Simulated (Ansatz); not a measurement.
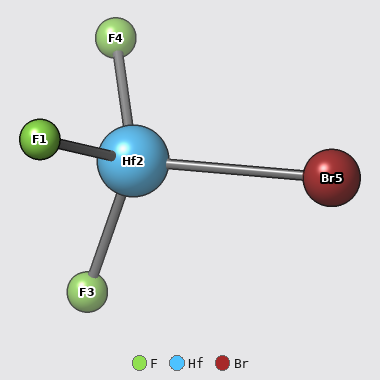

The system is BrF3Hf, SMILES [F][Hf]([F])([F])[Br]; the picture shows the reference structure. First axis: bond length Hf2–F3. Second axis: bond length Hf2–F4. Nothing is relaxed (all other coordinates rigid). The scan uses a 15 × 15 grid. Points are written as (first, second). All energies are given in kJ/mol relative to the relaxed molecule at the same level. Theory: RKS CAM-B3LYP-D4/def2-SVP in Ansatz.

Its coordinates:

```xyz
5

F    -0.7585   -0.2727    1.7621
Hf    0.0129   -0.1524    0.0330
F     1.7490   -0.9156    0.0864
F    -1.0530   -1.1485   -1.1798
Br    0.1418    2.2375   -0.6916
```

Range: bond length Hf2–F3 from 1.670 to 2.371 Å; bond length Hf2–F4 from 1.594 to 2.466 Å.

Q: What will the energy surface look like?

A: The lowest grid point is at (1.920 Å, 1.905 Å), 0.8 kJ/mol from the relaxed molecule at the same level. No other kind of well shows on this grid. The highest grid point, (2.371 Å, 2.466 Å), lies 394 kJ/mol above the lowest. Round the minimum the contours are nearly round: the two directions are equally stiff and uncoupled.

```
bond length Hf2–F4 ↓, bond length Hf2–F3 →  1.670  1.720  1.770  1.820  1.870  1.920  1.970  2.020  2.071  2.121  2.171  2.221  2.271  2.321  2.371
                                     2.466    307    262    233    217    211    213    222    235    253    273    295    319    344    369    395
                                     2.404    278    233    203    187    181    183    191    205    222    242    264    288    312    338    363
                                     2.342    249    203    174    157    151    153    161    174    191    211    233    256    281    306    331
                                     2.279    220    174    144    127    121    122    130    143    160    180    202    225    249    274    300
                                     2.217    192    146    116     99     92     94    101    114    131    150    172    195    219    244    269
                                     2.155    167    121     90     73     66     67     74     86    103    122    144    166    190    215    240
                                     2.092    144     97     67     49     41     42     49     61     78     97    118    140    164    189    214
                                     2.030    126     78     47     29     21     22     29     40     57     75     96    119    142    167    191
                                     1.968    113     65     34     16      7      7     14     25     41     60     80    103    126    150    175
                                     1.905    109     61     29     10      1      1      7     18     34     52     72     94    117    141    165
                                     1.843    115     67     34     15      6      5     11     22     37     55     75     97    120    143    167
                                     1.781    136     87     54     34     25     24     29     40     55     72     92    113    136    159    183
                                     1.718    177    128     94     74     64     62     67     77     92    109    128    150    172    195    218
                                     1.656    243    193    159    138    128    126    130    140    154    171    190    210    232    255    278
                                     1.594    342    291    257    235    224    221    225    235    248    265    283    304    325    348    371
```

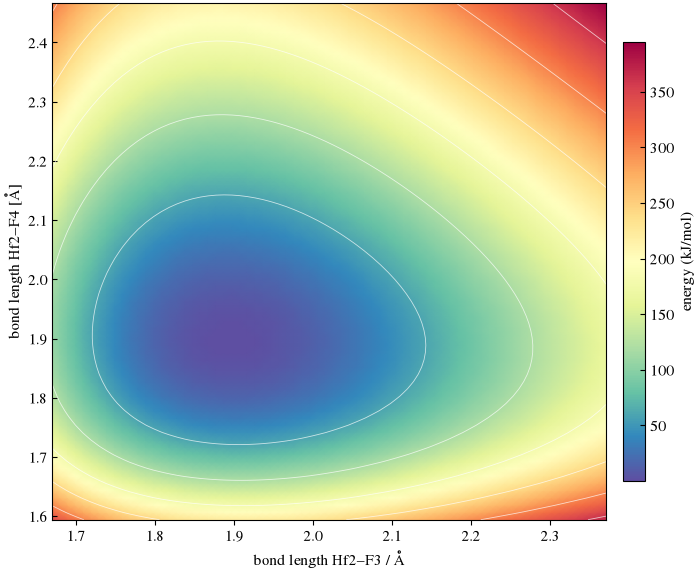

The picture shows a smooth colour map with a few white contour lines. Between grid points the surface is interpolated.

Each point was launched as `ansatz run input.yaml --threads 1 --pin off --max-ram 2560MiB --backend cpu --events-out ev --progress --plain --runs-dir out`. Time for the 225 points that were run: 27 min on 1 thread of Arm Neoverse V2 (shared host).
